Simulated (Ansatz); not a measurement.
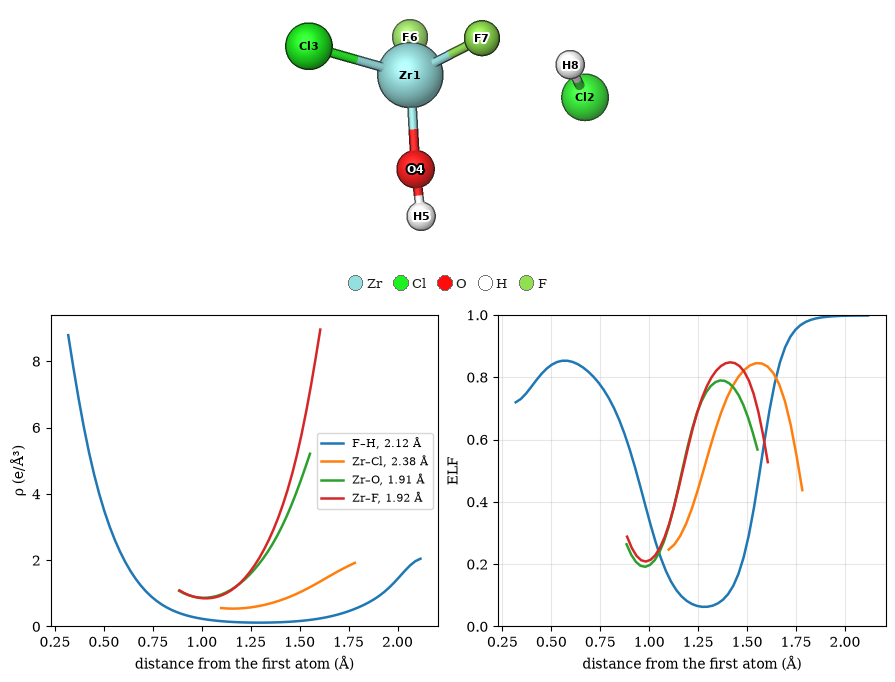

*ClF$_{2}$HOZr···HCl. Electron density and ELF along straight lines between neighbouring atoms. The curves leave out the atomic cores. The structure is drawn too.*

Core potentials replace the inner electrons of Zr; not at a stationary point (largest force 0.9 eV/Å).

Theory: RKS BLYP-D4/def2-SVP (Ansatz).

Input

```
crystal:
  periodic: [false, false, false]
  atoms:
    - { symbol: Zr, position_ang: [0.0, 0.0, 0.0] }
    - { symbol: Cl, position_ang: [0.0, 0.0, 2.87] }
    - { symbol: Cl, position_ang: [2.3764, 0.0, -0.8392] }
    - { symbol: O, position_ang: [-0.975, 1.6891, -0.6893] }
    - { symbol: H, position_ang: [-1.9328, 1.4584, -0.9117] }
    - { symbol: F, position_ang: [-0.9326, -1.6157, -0.6593] }
    - { symbol: F, position_ang: [1.1957, 1.8033, 0.7189] }
    - { symbol: H, position_ang: [0.8728, 1.3162, 1.9315] }
basis:
  gaussian: { orbitals: def2-SVP }
hamiltonian:
  xc: blyp
  dispersion: d4
relax:
  f_tol: 0.15
  max_steps: 25
  restrain:
    - { distance: [0, 6], at: 1.98, k: 30.0 }
    - { distance: [7, 1], at: 1.37, k: 30.0 }
    - { distance: [0, 1], at: 3.72, k: 30.0 }
    - { distance: [7, 6], at: 2.12, k: 30.0 }
output:
  orbitals: {}
```

Launched as:

```sh
ansatz run input.yaml --threads 4 --pin off --max-ram 5120MiB --backend cpu --events-out ev --progress --plain --runs-dir out
```

The fields are those of the run's last geometry, not of the input's.

Compare the contacts.

F7···H8 (2.12 Å): the density falls to about 0.12 e/Å³ on the way; the ELF dips to about 0.05 between them.
Zr–Cl (2.38 Å): the density is about 0.54 e/Å³ at the midpoint; the ELF peaks at about 0.85 in the valence shell of Cl, 0.8 Å from its nucleus, and is about 0.35 at the midpoint.
Zr–O (1.91 Å): the density is about 0.9 e/Å³ at the midpoint; the ELF peaks at about 0.80 in the valence shell of O, 0.5 Å from its nucleus, and drops to about 0.20 between the two atoms.
Zr–F (1.92 Å): ρ is about 0.9 e/Å³ halfway; the ELF peaks at about 0.85 in the valence shell of F, 0.5 Å from its nucleus, and drops to about 0.20 between the two atoms.
